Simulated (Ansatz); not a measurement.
Input

```
crystal:
  periodic: [false, false, false]
  atoms:
    - { symbol: C, position_ang: [-0.6555, 0.327, -0.5947] }
    - { symbol: "N", position_ang: [-0.2868, 0.4919, 0.7671] }
    - { symbol: Si, position_ang: [0.5064, -0.8146, 0.061] }
    - { symbol: H, position_ang: [-1.6154, -0.0224, -0.7887] }
    - { symbol: H, position_ang: [-0.3348, 1.0926, -1.3327] }
    - { symbol: H, position_ang: [0.3731, 1.2786, 0.8986] }
    - { symbol: H, position_ang: [1.9899, -0.4149, 0.1288] }
    - { symbol: H, position_ang: [-0.7652, 0.08646, 1.59677] }
basis:
  gaussian: { orbitals: def2-SVPD }
hamiltonian:
  xc: pbe
  dispersion: d4
relax:
  f_tol: 0.02
  max_steps: 50
output:
  orbitals: {}
```

Run with:

```sh
ansatz run input.yaml --threads 2 --pin off --max-ram 3072MiB --backend cpu --events-out ev --progress --plain --runs-dir out
```

The fields are those of the relaxed geometry.

These are results of Ansatz 0.2.0, RKS PBE-D4/def2-SVPD, not measurements.

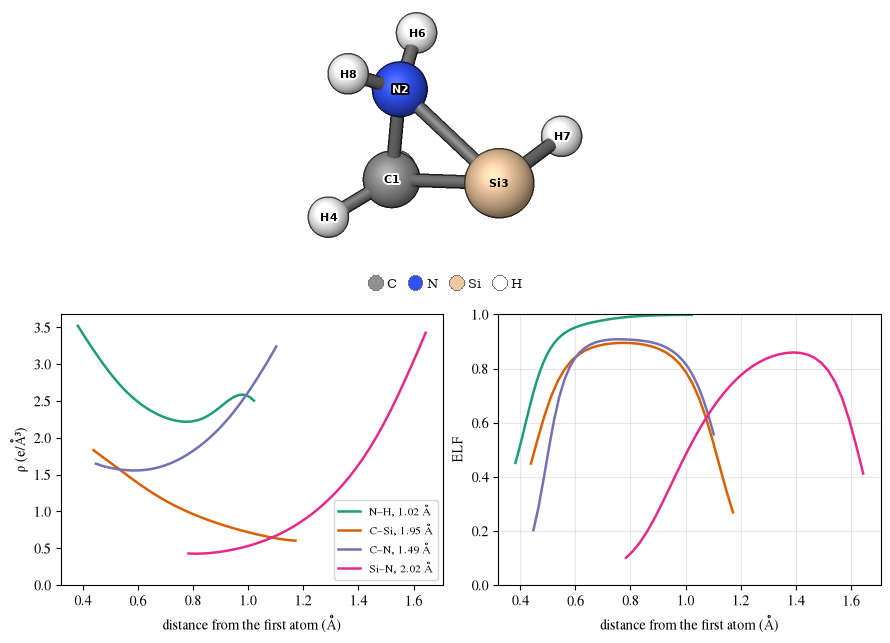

CH$_{5}$NSi. Electron density and ELF along straight lines between neighbouring atoms. The curves leave out the atomic cores. The structure is drawn too.

What can be read from the curves?

N–H (1.02 Å): ρ at the midpoint is about 2.8 e/Å³; the ELF climbs to about 1 towards the hydrogen, as it does in any bond to H; a covalent bond by its length.
C–Si (1.95 Å): ρ at the midpoint is about 0.74 e/Å³; the ELF peaks at about 0.90 between the atoms, as expected for localised, covalent bonding.
C–N (1.49 Å): ρ is about 1.7 e/Å³ halfway; the ELF peaks at about 0.90 between the atoms: a shared electron pair.
Si–N (2.02 Å): ρ at the midpoint is about 0.54 e/Å³, with its minimum of 0.43 e/Å³ about 0.8 Å from Si; the ELF peaks at about 0.85 in the valence shell of N, 0.6 Å from its nucleus, and is about 0.50 at the midpoint.
